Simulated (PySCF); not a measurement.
# C2H2N2Si: spin-spin couplings and electronic excitations at several levels of theory

Aim: compute the spin-spin couplings and electronic excitations of C2H2N2Si (`N#C[SiH2]C#N`) at several levels, and see how far they spread and what each costs.

Programs: PySCF 2.14.0, with density-fitted response routines of our own. Each step states its level of theory. These are calculated values for one molecule in the gas phase, unless marked as measured. Atoms count from 0, in the outputs and in this text.

## Step 1: The molecule as given

7 atoms, charge 0, multiplicity 1; geometry from: GFN2-xTB. The atoms were then displaced at random by about 0.01 Å, so the start is not that level's minimum.

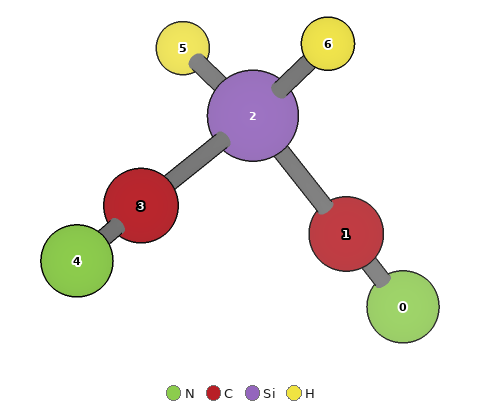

The starting geometry (nitrogen green, carbon red, silicon purple, hydrogen yellow), atoms numbered.

## Step 2: Optimising the geometry at PBE0-D3(BJ)/def2-SVP

The job: settings as JSON, then the geometry in Å.

```
{"job": {"xc": "PBE0", "basis": "def2-SVP", "d3": "d3bj", "grid": 1, "shake": 0.01, "kind": "geom"}, "charge": 0, "multiplicity": 1}
N     -2.356940    -1.234110    -0.010820
C     -1.471980    -0.519970    -0.006510
Si    -0.019650     0.638010     0.001840
C      1.500300    -0.513010    -0.026960
N      2.375240    -1.214900    -0.055640
H      0.005200     1.387080     1.266110
H      0.001780     1.427790    -1.217960
```

Launch:

```
$ OMP_NUM_THREADS=1 python probes_run.py task.json out
```

One launch serves the whole session: the jobs run in the order shown.

The log of the run:

```text
step   0  E = -475.79792145  max force = 0.095370
step   1  E = -475.80036698  max force = 0.023871
step   2  E = -475.80238121  max force = 0.008216
step   3  E = -475.80366032  max force = 0.005309
step   4  E = -475.80412114  max force = 0.004267
step   5  E = -475.80435207  max force = 0.001464
step   6  E = -475.80437361  max force = 0.000391
step   7  E = -475.80437604  max force = 0.000190
optimisation converged
```

Wall time 16 s (1 thread of Arm Neoverse V1, shared host); peak memory 0.35 GiB.

Along the way:

```
step  energy from step 0 (eV)  largest force component (eV/Å)
   0                   0.0000                          4.9041
   1                  -0.0665                          1.2275
   2                  -0.1214                          0.4225
   3                  -0.1562                          0.2730
   4                  -0.1687                          0.2194
   5                  -0.1750                          0.0753
   6                  -0.1756                          0.0201
   7                  -0.1756                          0.0098
```

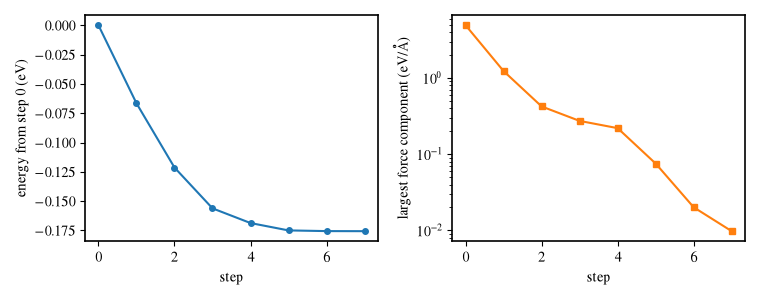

Energy and largest force along the relaxation.

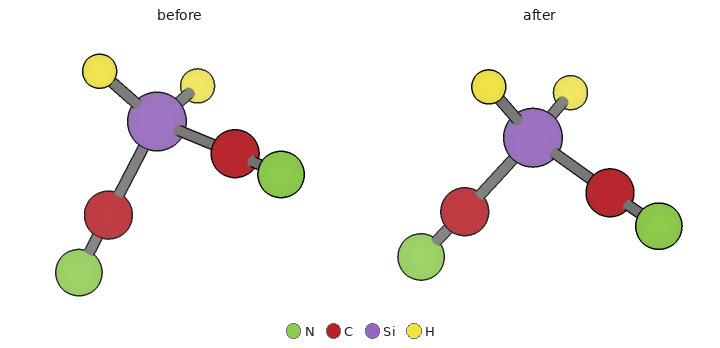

Before and after, at one scale.

Distances of close pairs at the start and the end, largest changes first:

| bond | before (Å) | after (Å) | change (Å) |
| --- | --- | --- | --- |
| Si2–C3 | 1.907 | 1.850 | -0.057 |
| C3–N4 | 1.122 | 1.159 | +0.037 |
| Si2–H6 | 1.453 | 1.482 | +0.029 |
| N0–C1 | 1.137 | 1.159 | +0.022 |
| Si2–H5 | 1.470 | 1.482 | +0.012 |
| C1–Si2 | 1.857 | 1.850 | -0.008 |

The next job starts from the end point, and lists it.

```
                         at the end point                value
  point group (found at 0.08 Å tolerance)                  C2v
rotational constants (GHz, main isotopes)  9.396, 2.276, 1.874
                        dipole moment (D)                 3.56
```

## Step 3: Indirect couplings: B3LYP/def2-TZVP

The job: settings as JSON, then the geometry in Å.

```
{"job": {"kind": "j", "xc": "B3LYP", "basis": "def2-TZVP"}, "charge": 0, "multiplicity": 1}
N     -2.624699    -0.586983     0.219979
C     -1.550467    -0.157634     0.149552
Si     0.149054     0.565141     0.046084
C      1.316696    -0.836632    -0.260799
N      2.065889    -1.699975    -0.453072
H      0.483955     1.204490     1.340571
H      0.205900     1.504399    -1.099061
```

With the program's defaults for keys left out, this is: B3LYP/def2-TZVP indirect spin-spin coupling, non-relativistic, gas phase.

The log of the run:

```text
coarse grid: 7160 points
cycle   1  E = -476.4236023702  dE =  4.161e-01  |g| = 5.271e-01  |ddm| = 2.370e+00
cycle   2  E = -476.0403835797  dE =  3.832e-01  |g| = 1.378e+00  |ddm| = 1.055e+00
cycle   3  E = -476.4917627931  dE = -4.514e-01  |g| = 1.210e-01  |ddm| = 7.425e-01
cycle   4  E = -476.4946004153  dE = -2.838e-03  |g| = 3.684e-02  |ddm| = 9.943e-02
cycle   5  E = -476.4949045917  dE = -3.042e-04  |g| = 3.061e-03  |ddm| = 2.354e-02
cycle   6  E = -476.4949066083  dE = -2.017e-06  |g| = 7.852e-04  |ddm| = 3.173e-03
final grid: 67072 points
cycle   7  E = -476.4896315780  dE = -1.191e-05  |g| = 2.687e-03  |ddm| = 2.943e-02
cycle   8  E = -476.4896302488  dE =  1.329e-06  |g| = 3.573e-03  |ddm| = 4.121e-03
cycle   9  E = -476.4896325301  dE = -2.281e-06  |g| = 1.679e-03  |ddm| = 2.516e-03
cycle  10  E = -476.4896331354  dE = -6.052e-07  |g| = 1.683e-04  |ddm| = 8.520e-04
cycle  11  E = -476.4896331381  dE = -2.745e-09  |g| = 1.417e-04  |ddm| = 1.373e-04
cycle  12  E = -476.4896331420  dE = -3.930e-09  |g| = 2.832e-05  |ddm| = 7.389e-05
cycle  13  E = -476.4896331422  dE = -1.950e-10  |g| = 6.044e-06  |ddm| = 2.089e-05
converged SCF energy = -476.4896331422

Indirect spin-spin couplings (Hz)
  i      j    bonds     total        FC       PSO       DSO        SD
  0 N    1 C    1    -10.930    -4.942     0.288     0.015    -6.292
  0 N    2 Si   2     -2.093    -3.329     0.752    -0.039     0.523
  0 N    3 C    3     -0.409    -0.405    -0.017     0.018    -0.006
  0 N    5 H    3     -0.976    -0.850    -0.268     0.150    -0.008
  0 N    6 H    3     -0.981    -0.854    -0.270     0.151    -0.008
  1 C    2 Si   1    -71.897   -72.563     1.610    -0.105    -0.838
  1 C    3 C    2      5.592     5.666    -0.036     0.040    -0.077
  1 C    4 N    3     -0.409    -0.405    -0.016     0.018    -0.006
  1 C    5 H    2      8.481     8.531     0.038    -0.122     0.033
  1 C    6 H    2      8.448     8.497     0.038    -0.120     0.034
  2 Si   3 C    1    -71.998   -72.665     1.611    -0.105    -0.838
  2 Si   4 N    2     -2.098    -3.338     0.754    -0.039     0.525
  2 Si   5 H    1   -224.261  -224.509     0.851    -0.188    -0.415
  2 Si   6 H    1   -223.852  -224.099     0.849    -0.188    -0.414
  3 C    4 N    1    -10.896    -4.898     0.283     0.015    -6.296
  3 C    5 H    2      8.557     8.608     0.039    -0.123     0.033
  3 C    6 H    2      8.518     8.568     0.038    -0.122     0.033
  4 N    5 H    3     -0.978    -0.852    -0.269     0.151    -0.008
  4 N    6 H    3     -0.980    -0.854    -0.270     0.151    -0.008
  5 H    6 H    2      7.260     8.234     1.275    -2.307     0.059
```

Run time: 17 s. Hardware: 1 thread of Arm Neoverse V1, shared host; peak memory 0.74 GiB.

This basis has no tight s functions, so the Fermi-contact terms are rough.

Couplings of 1 Hz or more, nine at most for each number of bonds, with means over like pairs (isotopes 13C, 1H, 15N, 29Si):

```
  pair  bonds  J (Hz)  Fermi contact (Hz)
Si2–H5      1  -224.1              -224.3
C1–Si2      1   -71.9               -72.6
 N0–C1      1   -10.9                -4.9
 C1–H5      2     8.5                 8.6
 H5–H6      2     7.3                 8.2
 C1–C3      2     5.6                 5.7
N0–Si2      2    -2.1                -3.3
```

Quadrupole couplings from the field gradients of the same density:

```
atom  isotope  eQq/h (MHz)     η
  N0      14N       -5.739  0.03
  N4      14N       -5.738  0.03
```

## Step 4: Indirect couplings: B3LYP/cc-pVTZ

Same as in step 3 but for these lines:

```diff
@@ -1,2 +1,2 @@
-{"job": {"kind": "j", "xc": "B3LYP", "basis": "def2-TZVP"}, "charge": 0, "multiplicity": 1}
+{"job": {"kind": "j", "xc": "B3LYP", "basis": "cc-pVTZ"}, "charge": 0, "multiplicity": 1}
 N     -2.624699    -0.586983     0.219979
```

Level: B3LYP/cc-pVTZ indirect spin-spin coupling, non-relativistic, gas phase.

The log of the run:

```text
coarse grid: 7160 points
cycle   1  E = -476.4039860529  dE =  4.242e-01  |g| = 5.271e-01  |ddm| = 5.689e+00
cycle   2  E = -476.0255244518  dE =  3.785e-01  |g| = 1.372e+00  |ddm| = 1.966e+00
cycle   3  E = -476.4724254400  dE = -4.469e-01  |g| = 1.211e-01  |ddm| = 1.438e+00
cycle   4  E = -476.4753399405  dE = -2.915e-03  |g| = 3.638e-02  |ddm| = 2.349e-01
cycle   5  E = -476.4756401128  dE = -3.002e-04  |g| = 3.043e-03  |ddm| = 5.393e-02
cycle   6  E = -476.4756421020  dE = -1.989e-06  |g| = 8.052e-04  |ddm| = 5.787e-03
final grid: 67072 points
cycle   7  E = -476.4832660239  dE = -1.275e-05  |g| = 2.800e-03  |ddm| = 3.696e-02
cycle   8  E = -476.4832633901  dE =  2.634e-06  |g| = 4.474e-03  |ddm| = 9.994e-03
cycle   9  E = -476.4832672441  dE = -3.854e-06  |g| = 1.581e-03  |ddm| = 6.198e-03
cycle  10  E = -476.4832677855  dE = -5.413e-07  |g| = 1.320e-04  |ddm| = 1.948e-03
cycle  11  E = -476.4832677871  dE = -1.598e-09  |g| = 1.150e-04  |ddm| = 2.626e-04
cycle  12  E = -476.4832677895  dE = -2.400e-09  |g| = 3.349e-05  |ddm| = 1.416e-04
cycle  13  E = -476.4832677897  dE = -2.738e-10  |g| = 6.075e-06  |ddm| = 4.719e-05
converged SCF energy = -476.4832677897

Indirect spin-spin couplings (Hz)
  i      j    bonds     total        FC       PSO       DSO        SD
  0 N    1 C    1    -44.544   -38.875     0.545     0.012    -6.226
  0 N    2 Si   2     -2.789    -3.955     0.710    -0.039     0.495
  0 N    3 C    3     -0.236    -0.234    -0.015     0.018    -0.006
  0 N    5 H    3     -0.680    -0.554    -0.265     0.150    -0.011
  0 N    6 H    3     -0.685    -0.558    -0.266     0.150    -0.011
  1 C    2 Si   1    -75.781   -76.429     1.573    -0.105    -0.820
  1 C    3 C    2      4.338     4.421    -0.044     0.039    -0.079
  1 C    4 N    3     -0.235    -0.233    -0.015     0.018    -0.006
  1 C    5 H    2      7.513     7.620    -0.014    -0.124     0.032
  1 C    6 H    2      7.481     7.586    -0.015    -0.123     0.033
  2 Si   3 C    1    -75.855   -76.504     1.574    -0.105    -0.820
  2 Si   4 N    2     -2.794    -3.964     0.711    -0.039     0.497
  2 Si   5 H    1   -208.816  -209.513     1.012    -0.183    -0.133
  2 Si   6 H    1   -208.420  -209.115     1.009    -0.183    -0.132
  3 C    4 N    1    -44.487   -38.809     0.540     0.012    -6.231
  3 C    5 H    2      7.582     7.689    -0.014    -0.126     0.032
  3 C    6 H    2      7.543     7.649    -0.014    -0.124     0.032
  4 N    5 H    3     -0.684    -0.557    -0.266     0.150    -0.011
  4 N    6 H    3     -0.685    -0.558    -0.266     0.150    -0.011
  5 H    6 H    2      6.427     7.757     0.898    -2.317     0.090
```

It took 18 s on 1 thread of Arm Neoverse V1, shared host; peak memory 0.75 GiB.

This basis has no tight s functions, so the Fermi-contact terms are rough.

Key values: J(Si2,H5) -208.6 Hz, J(C1,Si2) -75.8 Hz, J(N0,C1) -44.5 Hz (means over like pairs).

## Step 5: J couplings: B3LYP/6-31G*

Same as in step 4 but for these lines:

```diff
@@ -1,2 +1,2 @@
-{"job": {"kind": "j", "xc": "B3LYP", "basis": "cc-pVTZ"}, "charge": 0, "multiplicity": 1}
+{"job": {"kind": "j", "xc": "B3LYP", "basis": "6-31G*"}, "charge": 0, "multiplicity": 1}
 N     -2.624699    -0.586983     0.219979
```

Method: B3LYP/6-31G* indirect spin-spin coupling, non-relativistic, gas phase.

The log of the run:

```text
coarse grid: 7160 points
cycle   1  E = -476.3541989560  dE =  4.501e-01  |g| = 5.034e-01  |ddm| = 2.977e+00
cycle   2  E = -475.9823374785  dE =  3.719e-01  |g| = 1.337e+00  |ddm| = 1.321e+00
cycle   3  E = -476.4233184260  dE = -4.410e-01  |g| = 8.987e-02  |ddm| = 8.996e-01
cycle   4  E = -476.4254196041  dE = -2.101e-03  |g| = 2.898e-02  |ddm| = 1.179e-01
cycle   5  E = -476.4256285767  dE = -2.090e-04  |g| = 1.779e-03  |ddm| = 2.447e-02
cycle   6  E = -476.4256294141  dE = -8.374e-07  |g| = 5.800e-04  |ddm| = 2.713e-03
final grid: 67072 points
cycle   7  E = -476.3777587814  dE = -5.028e-06  |g| = 2.274e-03  |ddm| = 1.053e-02
cycle   8  E = -476.3777580469  dE =  7.346e-07  |g| = 3.026e-03  |ddm| = 4.649e-03
cycle   9  E = -476.3777599022  dE = -1.855e-06  |g| = 1.377e-03  |ddm| = 2.701e-03
cycle  10  E = -476.3777603336  dE = -4.315e-07  |g| = 9.343e-05  |ddm| = 9.478e-04
cycle  11  E = -476.3777603343  dE = -6.235e-10  |g| = 8.582e-05  |ddm| = 1.340e-04
cycle  12  E = -476.3777603359  dE = -1.581e-09  |g| = 2.889e-05  |ddm| = 6.672e-05
cycle  13  E = -476.3777603360  dE = -1.739e-10  |g| = 2.031e-06  |ddm| = 1.941e-05
converged SCF energy = -476.3777603360

Indirect spin-spin couplings (Hz)
  i      j    bonds     total        FC       PSO       DSO        SD
  0 N    1 C    1    -15.494   -11.714     1.535     0.002    -5.316
  0 N    2 Si   2     -2.671    -3.723     0.639    -0.038     0.451
  0 N    3 C    3     -0.795    -0.807    -0.001     0.018    -0.005
  0 N    5 H    3     -1.494    -1.466    -0.171     0.147    -0.004
  0 N    6 H    3     -1.498    -1.469    -0.172     0.147    -0.003
  1 C    2 Si   1    -82.222   -82.725     1.323    -0.108    -0.712
  1 C    3 C    2      3.502     3.564    -0.036     0.041    -0.068
  1 C    4 N    3     -0.796    -0.808    -0.001     0.018    -0.005
  1 C    5 H    2      5.411     5.554    -0.063    -0.112     0.033
  1 C    6 H    2      5.379     5.520    -0.063    -0.111     0.033
  2 Si   3 C    1    -82.286   -82.791     1.324    -0.108    -0.712
  2 Si   4 N    2     -2.674    -3.729     0.641    -0.038     0.453
  2 Si   5 H    1   -231.290  -231.558     1.065    -0.215    -0.582
  2 Si   6 H    1   -230.917  -231.186     1.065    -0.215    -0.582
  3 C    4 N    1    -15.484   -11.697     1.530     0.002    -5.320
  3 C    5 H    2      5.484     5.628    -0.063    -0.114     0.033
  3 C    6 H    2      5.444     5.586    -0.063    -0.113     0.033
  4 N    5 H    3     -1.495    -1.466    -0.172     0.147    -0.003
  4 N    6 H    3     -1.498    -1.469    -0.172     0.147    -0.003
  5 H    6 H    2      6.480     8.402     0.288    -2.236     0.025
```

It took 6.4 s on 1 thread of Arm Neoverse V1, shared host; peak memory 0.48 GiB.

The basis is not made for couplings: without tight functions at the nuclei these values are rough.

This run: J(Si2,H5) -231.1 Hz, J(C1,Si2) -82.3 Hz, J(N0,C1) -15.5 Hz (means over like pairs).

## Step 6: Excited states and response: HF/def2-SVPD

Same as in step 5 but for these lines:

```diff
@@ -1,2 +1,2 @@
-{"job": {"kind": "j", "xc": "B3LYP", "basis": "6-31G*"}, "charge": 0, "multiplicity": 1}
+{"job": {"kind": "uv", "xc": "HF", "basis": "def2-SVPD", "ip": true}, "charge": 0, "multiplicity": 1}
 N     -2.624699    -0.586983     0.219979
```

Level: TDDFT HF/def2-SVPD, vertical, gas phase, core orbitals frozen in the response.

The log of the run:

```text
final grid: 67072 points
cycle   1  E = -474.3547750576  dE =  4.582e-01  |g| = 6.287e-01  |ddm| = 3.100e+00
cycle   2  E = -474.4110732463  dE = -5.630e-02  |g| = 6.111e-01  |ddm| = 1.043e+00
cycle   3  E = -474.4924782454  dE = -8.140e-02  |g| = 6.964e-02  |ddm| = 6.486e-01
cycle   4  E = -474.4950320034  dE = -2.554e-03  |g| = 1.981e-02  |ddm| = 2.133e-01
cycle   5  E = -474.4952225870  dE = -1.906e-04  |g| = 4.920e-03  |ddm| = 7.010e-02
cycle   6  E = -474.4952324512  dE = -9.864e-06  |g| = 1.740e-03  |ddm| = 1.425e-02
cycle   7  E = -474.4952333382  dE = -8.870e-07  |g| = 3.422e-04  |ddm| = 3.646e-03
cycle   8  E = -474.4952333756  dE = -3.737e-08  |g| = 6.536e-05  |ddm| = 7.740e-04
cycle   9  E = -474.4952333768  dE = -1.200e-09  |g| = 3.805e-05  |ddm| = 1.164e-04
cycle  10  E = -474.4952333772  dE = -3.965e-10  |g| = 5.886e-06  |ddm| = 4.445e-05
converged SCF energy = -474.4952333772

Static polarisability (au): isotropic 51.851, principal 40.733 50.620 64.201

Singlet excitations
state   eV       nm        f      main configurations
  1   6.0980    203.3   0.00000   H-1->L+1 0.21, H-2->L+2 0.18, H-3->L+5 0.13
  2   6.1115    202.9   0.00009   H->L+2 0.18, H-3->L+1 0.17, H-1->L+5 0.14
  3   6.7228    184.4   0.00000   H-1->L+1 0.29, H-3->L+5 0.16, H-2->L+2 0.15
  4   6.7345    184.1   0.00083   H-2->L+1 0.23, H-1->L+2 0.19, H->L+5 0.14
  5   6.7992    182.4   0.00147   H->L+1 0.23, H-2->L+5 0.16, H-3->L+2 0.16
  6   6.8256    181.6   0.00082   H-3->L+1 0.26, H-1->L+5 0.21, H->L+2 0.13
  7   8.8817    139.6   0.00218   H-6->L+2 0.32, H-5->L+3 0.14, H-6->L+4 0.13
  8   9.0148    137.5   0.00000   H-6->L+1 0.47, H-5->L+5 0.26
  9   9.0256    137.4   0.00204   H-5->L+2 0.29, H-6->L+3 0.16, H-5->L+4 0.10
 10   9.0701    136.7   0.00859   H-5->L+1 0.41, H-6->L+5 0.31

Triplet excitations (Tamm-Dancoff, eV): 4.7467 4.7503 5.6552 5.6579
Vertical ionisation energy (delta-SCF) = 12.3180 eV
```

Run time: 6.8 s. Hardware: 1 thread of Arm Neoverse V1, shared host; peak memory 0.48 GiB.

The orbitals next to the gap, with their largest atomic shares:

```
orbital      eV                       atoms
 HOMO−3  -13.89   N4 24 %, N0 24 %, C3 21 %
 HOMO−2  -13.82   N4 26 %, N0 26 %, C3 22 %
 HOMO−1  -13.61   N0 26 %, N4 26 %, C1 23 %
   HOMO  -13.41   N0 21 %, N4 20 %, C1 17 %
   LUMO    1.73  Si2 52 %, C3 12 %, C1 12 %
 LUMO+1    1.96  Si2 33 %, C3 14 %, C1 14 %
 LUMO+2    1.99  Si2 44 %, C3 13 %, C1 12 %
```

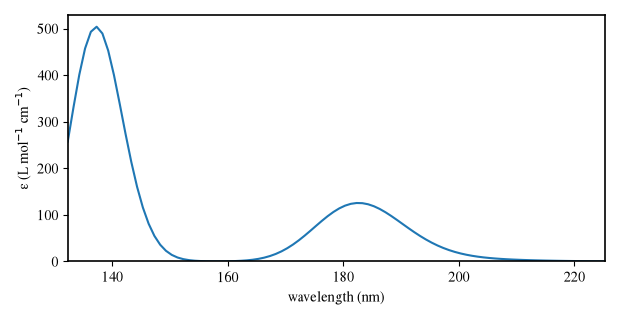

Absorption spectrum: each of the 10 states is a Gaussian band of 0.4 eV half-width at 1/e. Beyond the last state computed it falls off for lack of states.

Ground-state properties from the same run:

```
           property  computed
  dipole moment (D)      3.94
polarisability (Å³)      7.68
 HOMO–LUMO gap (eV)     15.14
      −ε(HOMO) (eV)     13.41
```

## Step 7: TDDFT and polarisability: LDA/def2-SVPD

Same as in step 6 but for these lines:

```diff
@@ -1,2 +1,2 @@
-{"job": {"kind": "uv", "xc": "HF", "basis": "def2-SVPD", "ip": true}, "charge": 0, "multiplicity": 1}
+{"job": {"kind": "uv", "xc": "LDA", "basis": "def2-SVPD", "ip": true}, "charge": 0, "multiplicity": 1}
 N     -2.624699    -0.586983     0.219979
```

Level: TDDFT LDA/def2-SVPD, vertical, gas phase, core orbitals frozen in the response.

The log of the run:

```text
coarse grid: 7160 points
cycle   1  E = -473.2727261307  dE =  3.752e-01  |g| = 4.165e-01  |ddm| = 3.607e+00
cycle   2  E = -472.8650782258  dE =  4.076e-01  |g| = 1.339e+00  |ddm| = 1.878e+00
cycle   3  E = -473.3108148195  dE = -4.457e-01  |g| = 2.086e-01  |ddm| = 1.241e+00
cycle   4  E = -473.3207381616  dE = -9.923e-03  |g| = 3.461e-02  |ddm| = 2.282e-01
cycle   5  E = -473.3210796334  dE = -3.415e-04  |g| = 5.834e-03  |ddm| = 4.913e-02
cycle   6  E = -473.3210942571  dE = -1.462e-05  |g| = 1.328e-03  |ddm| = 1.119e-02
cycle   7  E = -473.3210947552  dE = -4.981e-07  |g| = 4.575e-04  |ddm| = 2.291e-03
final grid: 67072 points
cycle   8  E = -473.4035125135  dE = -1.130e-05  |g| = 2.457e-03  |ddm| = 4.099e-02
cycle   9  E = -473.4034951795  dE =  1.733e-05  |g| = 9.072e-03  |ddm| = 8.928e-03
cycle  10  E = -473.4035139861  dE = -1.881e-05  |g| = 5.037e-04  |ddm| = 6.511e-03
cycle  11  E = -473.4035139777  dE =  8.382e-09  |g| = 5.665e-04  |ddm| = 1.008e-03
cycle  12  E = -473.4035140491  dE = -7.136e-08  |g| = 6.964e-05  |ddm| = 4.505e-04
cycle  13  E = -473.4035140504  dE = -1.372e-09  |g| = 1.363e-05  |ddm| = 1.148e-04
cycle  14  E = -473.4035140505  dE = -5.844e-11  |g| = 3.165e-06  |ddm| = 2.358e-05
converged SCF energy = -473.4035140505

Static polarisability (au): isotropic 57.676, principal 44.488 56.195 72.345

Singlet excitations
state   eV       nm        f      main configurations
  1   6.3588    195.0   0.00434   H->L 0.90
  2   6.5254    190.0   0.00000   H-1->L+1 0.89
  3   6.5449    189.4   0.00667   H-2->L 0.81, H->L+1 0.09
  4   6.5995    187.9   0.01624   H-1->L 0.85
  5   6.6535    186.3   0.00024   H-2->L+1 0.85
  6   6.7403    183.9   0.00000   H-4->L 0.71, H-3->L+1 0.22
  7   6.7498    183.7   0.01926   H->L+1 0.66, H-5->L 0.15
  8   6.7981    182.4   0.00000   H-3->L 0.60, H-2->L+2 0.20, H-4->L+1 0.16
  9   6.8194    181.8   0.00000   H-3->L+1 0.53, H->L+2 0.26, H-4->L 0.16
 10   6.9483    178.4   0.00000   H->L+2 0.71, H-3->L+1 0.17, H-4->L 0.09

Triplet excitations (Tamm-Dancoff, eV): 5.7954 5.8410 6.0738 6.0900
Vertical ionisation energy (delta-SCF) = 12.0984 eV
Vertical electron affinity (delta-SCF) = 0.1160 eV
```

Wall time 44 s (1 thread of Arm Neoverse V1, shared host); peak memory 0.48 GiB.

In short: HOMO -9.15 eV, LUMO -2.88 eV; lowest singlet 6.36 eV.

[end of part 1 of 2]
